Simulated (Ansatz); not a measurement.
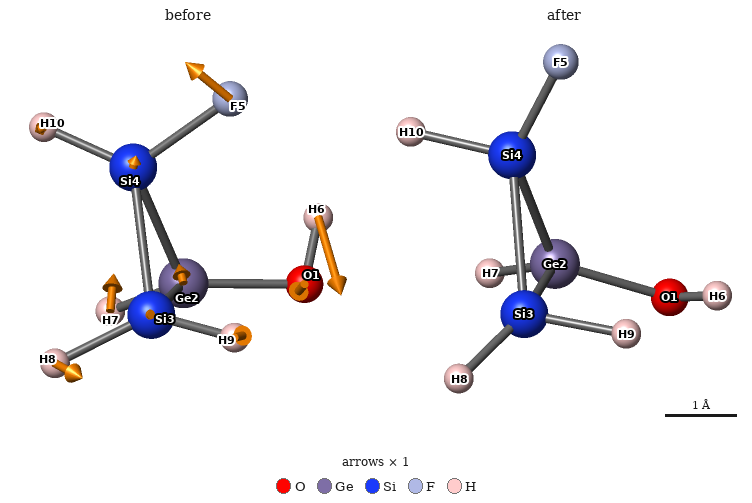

The structure of GeSi$_{2}$H$_{5}$OF (coarse preliminary run) before (left) and after (right) a relaxation, at one scale. The orange arrows give the displacements, at their true length.

A ball-and-stick model, seen from a free direction.

The start comes from a force field.

Theory: RKS PBE-D4/def2-SVP in Ansatz 0.2.0. Settings: force threshold 0.03 eV/Å; at most 200 steps.

Q: Summarise the run.

A: Over 26 accepted moves (31 points after the start) the energy falls by 100.2 kJ/mol. The largest force component goes from 3.9 to 0.022 eV/Å. The line search rejected the trial steps at points 16, 18, 22, 29, 30 of the run. The forces were under the threshold at step 14, but the run went on from there. The atom that moves furthest after the best rigid fit is H6 (1.34 Å). By element the largest moves are H 1.34 Å, F 0.87 Å, O 0.53 Å, Ge 0.33 Å, Si 0.19 Å. Some distances before and after: Ge2–Si3 2.329 → 2.464 Å, Si4–H10 1.397 → 1.510 Å, Si4–F5 1.750 → 1.646 Å, Si3–Si4 2.219 → 2.316 Å. Among the angles between lasting bonds that change: Ge2–Si3–H8 111.0° → 139.7°, Ge2–Si4–F5 109.7° → 136.0°, Si4–Si3–H8 110.5° → 131.4°. Groups turn about O1–Ge2 by about 95°.
